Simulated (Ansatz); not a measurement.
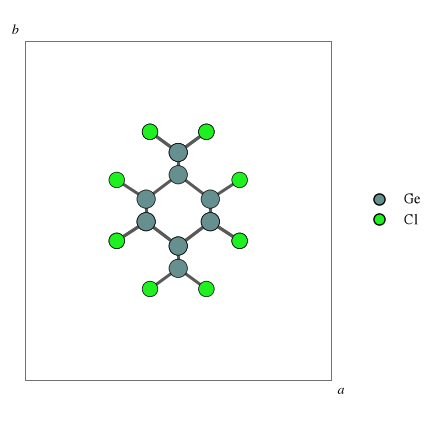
Fig. 1. 1 relaxed period of a body that repeats along c, seen along c; the cell edge a is 19.0 Å long

Method: PBE (plane waves to 420 eV, PAW; Ansatz, a first-principles code). Mesh 1×1×8. No spin polarisation. One-dimensional cell, images about 11 Å apart. A model structure. Symmetry and one short period hold its shape; lower forms weren't sought. Values not marked SOC lack spin–orbit coupling.

Question: What is drawn, and how wide is it?

Answer: One answer among several that fit: Cl-capped Ge nanowire along [110], 8 atoms a period besides the caps. An idealised model, cut from the bulk lattice.
It measures about 10 Å across, from nucleus to nucleus.
